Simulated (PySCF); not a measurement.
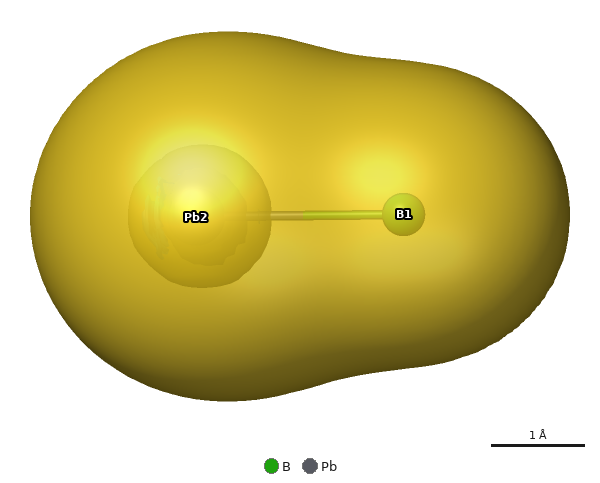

Figure 1: BPb (quartet). Isosurfaces of the spin density at +0.015 (yellow) and −0.015 e/Å³ (cyan), seen from one side.

Core potentials replace the inner electrons of Pb.

Theory: PBE0/def2-SVPD, non-relativistic Hamiltonian with scalar-relativistic core potentials where named, at a bond length of 2.259 Å (PySCF).

Question: Where is the unpaired spin?

Answer: The unpaired spin (3 electrons) lies mostly on B1 (about 1.5) and Pb2 (about 1.5), in electrons by Hirshfeld's partition.
